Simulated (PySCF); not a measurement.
System: C6H7FSi.

| atom | x (Å) | y (Å) | z (Å) |
| --- | --- | --- | --- |
| F | -0.7920 | 2.8584 | -0.5602 |
| C | -0.5317 | 1.5687 | -0.1862 |
| C | -1.5347 | 0.6916 | -0.2513 |
| Si | -1.3883 | -1.0719 | 0.3456 |
| C | 0.2549 | -1.6641 | -0.3361 |
| C | 1.4014 | -0.9760 | -0.2745 |
| C | 1.6290 | 0.3447 | 0.2545 |
| C | 0.8228 | 1.4223 | 0.2774 |
| H | -2.4713 | 1.0554 | -0.6503 |
| H | -2.4859 | -1.8705 | -0.2089 |
| H | -1.4090 | -1.1342 | 1.8152 |
| H | 0.2914 | -2.6389 | -0.8065 |
| H | 2.3105 | -1.4454 | -0.6418 |
| H | 2.6462 | 0.5061 | 0.5943 |
| H | 1.2523 | 2.3619 | 0.6068 |

Geometry: GFN2-xTB.

Method: PySCF 2.14.0, PBE0/def2-SVPD, SCF density, gas phase.

What can the converged electron density and electron localisation function tell about the bonding?

C–C (1.33 Å): ρ is about 2.3 e/Å³ halfway; the ELF peaks at about 0.95 between the atoms (a short, multiple covalent bond).
C–F (1.37 Å): ρ is about 2.1 e/Å³ halfway, with its minimum of 1.6 e/Å³ about 0.5 Å from C; the ELF peaks at about 0.85 between the atoms (a shared but strongly polarised pair).
C–Si (1.87 Å): the density is about 0.95 e/Å³ at the midpoint; the ELF peaks at about 0.95 between the atoms, as expected for a covalent bond.
C–H (1.08 Å): ρ is about 2 e/Å³ halfway; the ELF climbs to about 1 towards the hydrogen, as it does in any bond to H; a covalent bond by its length.

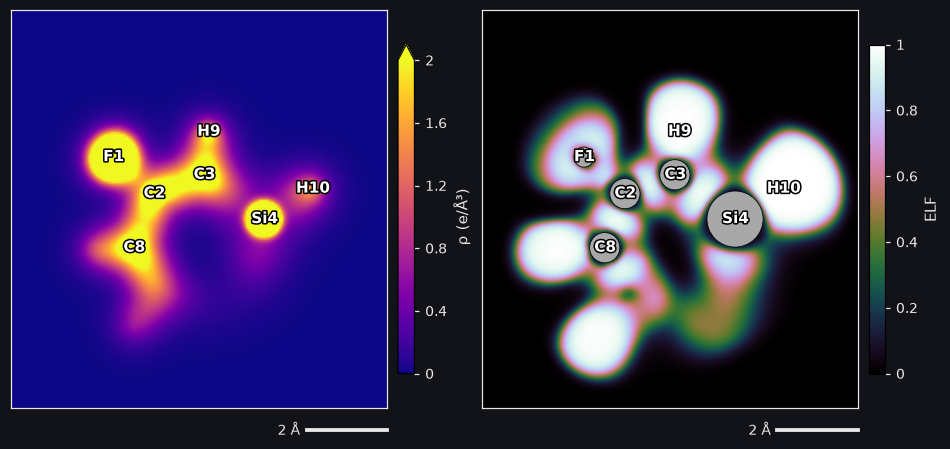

Computed electron density and electron localisation function on the plane of atoms F1, C2 and C8, in this order. Grey discs cover the atomic cores in the ELF map. 
